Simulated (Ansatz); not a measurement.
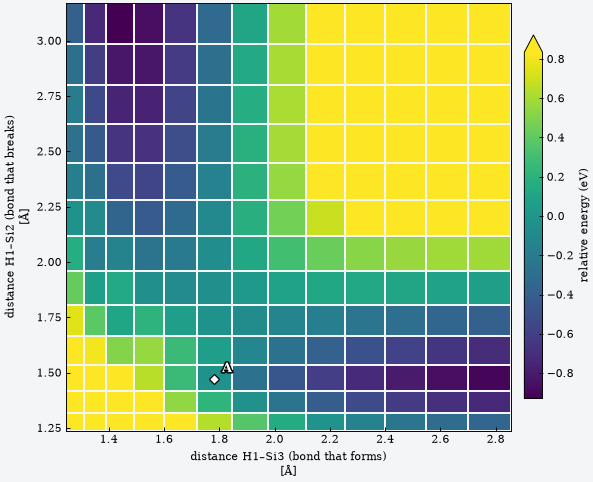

The reacting system H7Si2, spin multiplicity 2. 
- First axis: distance H1–Si3 (bond that forms). Second axis: distance H1–Si2 (bond that breaks).
- Relaxed at each point: all other coordinates.
- Grid: 13 × 13 points.
- Points are written as (first, second).
- All energies are given in eV relative to a guessed transition structure relaxed with its forming and breaking bonds held.
- Energies and slopes of some neighbouring points disagree (a jump in structure or state, or too coarse a mesh). In part of the range the unrestricted reference is strongly spin-contaminated.
- Theory: UHF/def2-SVP (Ansatz 0.2.0).

Drawn: one coloured cell a grid point, one colour for all values above the top of the scale, the point A.

Question: Which way does the force act at A, and how strong is it?

Answer: A, at (1.780 Å, 1.470 Å), is not a stationary point. The computed force is 2.1 eV for each Å towards larger values of the first coordinate and 0.98 eV for each Å towards larger values of the second coordinate.
